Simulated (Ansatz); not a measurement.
**F$_{3}$H$_{3}$O$_{3}$W···H$_{2}$O: density, localisation and related maps**

```xyz
13

W    -0.1434    0.0575    0.1871
F    -0.0526    0.4112    2.0240
F     1.6020   -0.7125    0.4498
O    -0.4709    1.8833   -0.1514
H    -1.2005    2.2811   -0.6634
O    -2.0440   -0.0141    0.0134
H    -2.3608   -0.9433    0.0746
O    -0.6130   -1.8281    0.3066
H     0.2004   -2.3674    0.3976
F     0.3246   -0.0856   -1.6365
O     2.1828    1.9095    1.1847
H     2.8198    1.1811    1.0778
H     1.6877    1.6288    1.9943
```

Core potentials replace the inner electrons of W; not at a stationary point (largest force 0.7 eV/Å).

Level of theory: Ansatz 0.2.0, RKS PBE/def2-SVP.

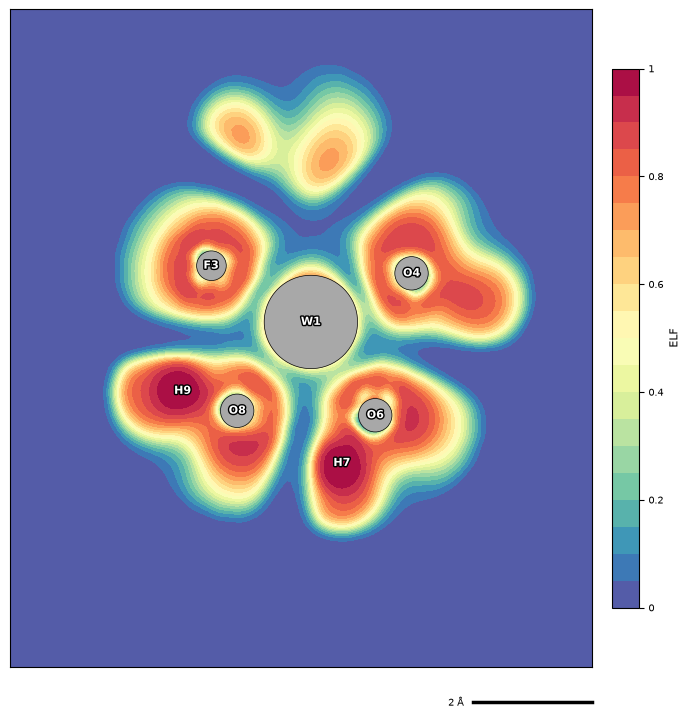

Figure 1. ELF on the plane of atoms F3, W1 and O6. Grey discs cover the atomic cores.

What do the fields say about this system?

- The section cuts through W, F, O and H sites.
- W–O (1.89 Å): the ELF peaks at about 0.85 in the valence shell of O, 0.5 Å from its nucleus, and drops to about 0.25 between the two atoms.
- O–H (0.98 Å): the ELF climbs to about 1 towards the hydrogen, as it does in any bond to H: an ordinary covalent bond to hydrogen.
- W–F (1.93 Å): the ELF peaks at about 0.85 in the valence shell of F, 0.5 Å from its nucleus, and drops to about 0.20 between the two atoms.
- W–O (1.95 Å): the ELF peaks at about 0.85 in the valence shell of O, 0.6 Å from its nucleus, and drops to about 0.30 between the two atoms.

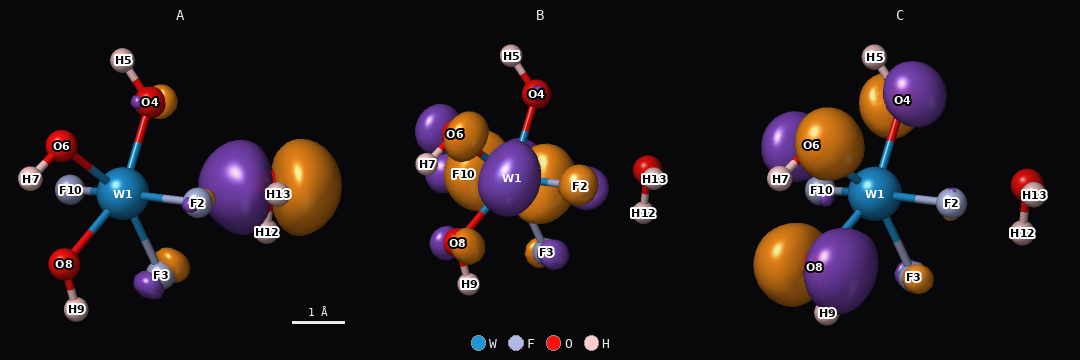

Figure 2. Three frontier orbitals at ±0.15 Å⁻³ᐟ² (orange and purple are the two phases), in no order.

Order the three orbitals by energy and name them.

C is the HOMO−1 (−7.98 eV). By Hirshfeld shares it lies mainly on O8 (about 45 %), O6 (about 25 %) and O4 (about 15 %); largely a combination of lone pairs on O8, O6 and O4. A is the HOMO (−6.89 eV). By Hirshfeld shares it lies mainly on O11 (about 80 %); largely a lone pair of O11. B is the LUMO (−3.70 eV). By Hirshfeld shares it lies mainly on W1 (about 65 %), O6 (about 10 %), F10 (about 10 %) and F2 (about 10 %).

What is the HOMO–LUMO gap?

3.19 eV between the orbital energies.

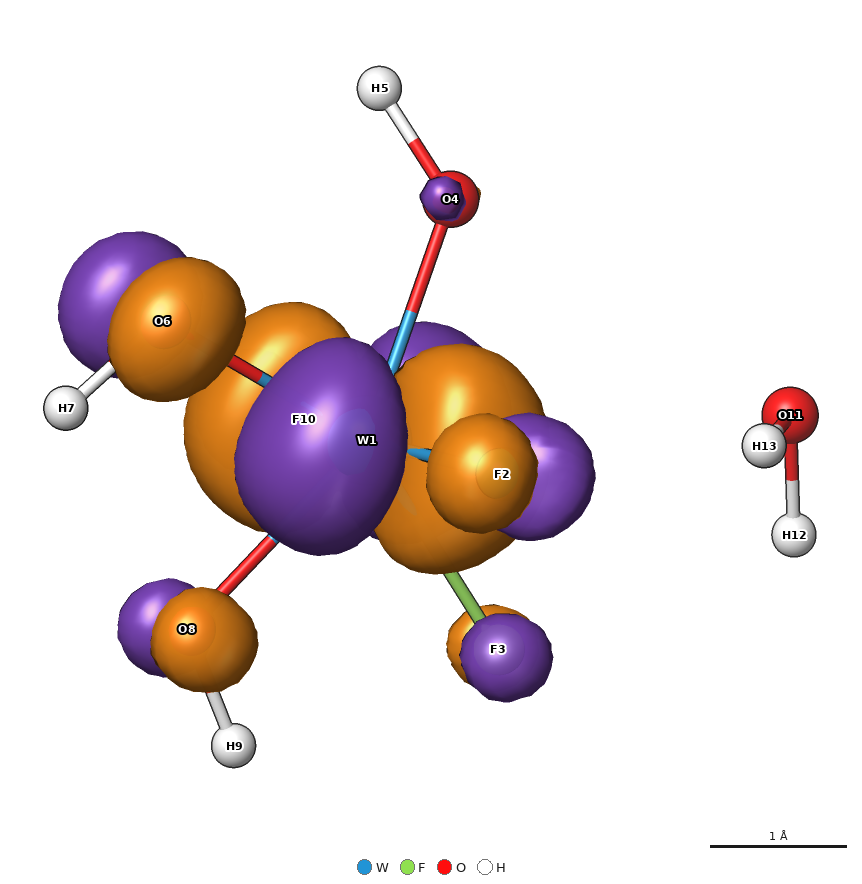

Figure 3. The LUMO at ±0.15 Å⁻³ᐟ² (orange and purple are the two phases), seen across its widest extent.

Where does this orbital lie, and at what energy?

It lies mainly on W1 (about 65 %), O6 (about 10 %), F10 (about 10 %) and F2 (about 10 %). Its energy is −3.70 eV.
